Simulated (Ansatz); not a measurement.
# FH7SiSn: the cost of one run

Method: PBE0-D4/def2-SVP; program: Ansatz 0.2.0, Gaussian basis.

23 further runs of the same task are left out: 1 that didn't finish, 22 set aside as unsound or not needed.

**1. The system as given**

The first end: 10 atoms, charge 0, spin multiplicity 1.

Atoms are counted from 1 here; the program's logs count them from 0.

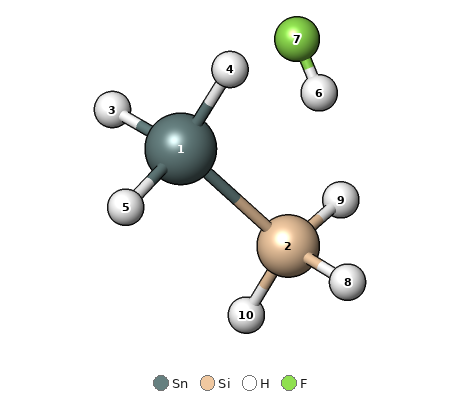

The starting geometry (tin teal, silicon light orange, hydrogen white, fluorine green); atoms are numbered from 1 in the order of the file.

Coordinates:

```
Sn   -1.0889    0.7962   -0.5626
Si   -0.0197   -0.9792    0.9513
H    -0.8430    0.4149   -2.2028
H    -0.4633    2.3398   -0.2127
H    -2.7694    0.8040   -0.2493
H     2.1798    0.0247   -0.4324
F     2.3236    0.6598   -1.0919
H    -0.2444   -0.6761    2.3882
H     1.4660   -1.0466    0.7633
H    -0.5407   -2.3373    0.6489
```

The second end:

```
Sn   -0.6677    1.3792   -1.4025
Si    0.5616   -1.3494    1.4539
H    -1.4418    2.2733   -2.6254
H    -0.2787    2.2925   -0.0223
H    -1.4341   -0.0990   -1.0515
H     1.2996   -0.6818    0.3511
F     1.0298    0.8865   -2.1680
H    -0.4507   -0.4086    2.0018
H     1.5082   -1.7353    2.5301
H    -0.1264   -2.5572    0.9328
```

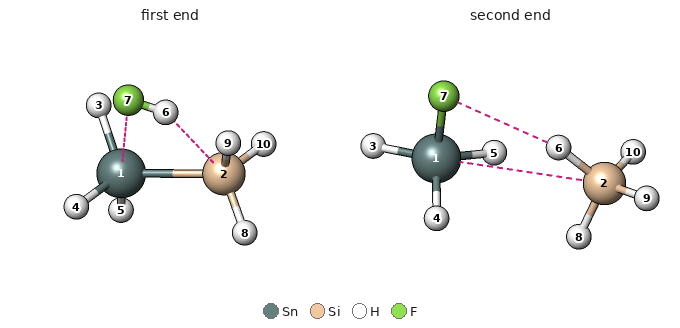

The two ends; dashed lines mark the contacts followed along the path.

**2. The band at PBE0-D4/def2-SVP**

File neb/in.yaml:

```yaml
crystal:
  periodic: [false, false, false]
  atoms:
    - {symbol: Sn, position_ang: [-1.088897, 0.796214, -0.562612]}
    - {symbol: Si, position_ang: [-0.019749, -0.979234, 0.951344]}
    - {symbol: H, position_ang: [-0.843028, 0.414925, -2.202806]}
    - {symbol: H, position_ang: [-0.463302, 2.339760, -0.212678]}
    - {symbol: H, position_ang: [-2.769375, 0.803966, -0.249307]}
    - {symbol: H, position_ang: [2.179774, 0.024680, -0.432447]}
    - {symbol: F, position_ang: [2.323643, 0.659782, -1.091949]}
    - {symbol: H, position_ang: [-0.244432, -0.676139, 2.388199]}
    - {symbol: H, position_ang: [1.465968, -1.046566, 0.763303]}
    - {symbol: H, position_ang: [-0.540701, -2.337288, 0.648854]}
basis:
  gaussian: {orbitals: def2-SVP}
hamiltonian: {xc: pbe0, dispersion: d4}
neb:
  images: 5
  climbing: true
  max_iterations: 40
  initial_path: idpp
  final_atoms:
    - {symbol: Sn, position_ang: [-0.667719, 1.379202, -1.402523]}
    - {symbol: Si, position_ang: [0.561601, -1.349435, 1.453879]}
    - {symbol: H, position_ang: [-1.441768, 2.273286, -2.625369]}
    - {symbol: H, position_ang: [-0.278695, 2.292461, -0.022336]}
    - {symbol: H, position_ang: [-1.434059, -0.099027, -1.051463]}
    - {symbol: H, position_ang: [1.299604, -0.681802, 0.351147]}
    - {symbol: F, position_ang: [1.029841, 0.886520, -2.168049]}
    - {symbol: H, position_ang: [-0.450690, -0.408620, 2.001770]}
    - {symbol: H, position_ang: [1.508159, -1.735298, 2.530056]}
    - {symbol: H, position_ang: [-0.126376, -2.557187, 0.932786]}
```

Command:

```console
$ ansatz run in.yaml --threads 4 --pin off --events-out ev --progress --plain --max-ram 9574MiB
```

**Question.** How long does this run take on 4 threads of Arm Neoverse V1, shared host?

About 2.4 min.
